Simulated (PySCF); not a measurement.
Vertical excitations of a molecule C2H6Cl2Si from PySCF 2.14.0 with TDA-PBE/def2-SVPD, as energy in eV (oscillator strength): 6.94 (0.070), 7.19 (0.041), 7.21 (0.023), 7.37 (0.000), 7.49 (0.000), 7.57 (0.023), 7.60 (0.030), 7.69 (0.000), 7.77 (0.052), 7.92 (0.000). Lowest triplet (TDA): 6.68 eV. Geometry optimised at TPSSh-D3(BJ)/def2-SVP. One conformer was computed; it need not be the lowest.

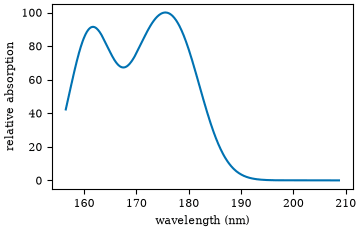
Figure: The lines broadened by 0.4 eV.

Which structure fits?
A) C[Si](C)(Cl)Cl
B) ClCC[SiH2]Cl
C) [SiH3]CC(Cl)Cl
D) CC[SiH](Cl)Cl

A, C[Si](C)(Cl)Cl
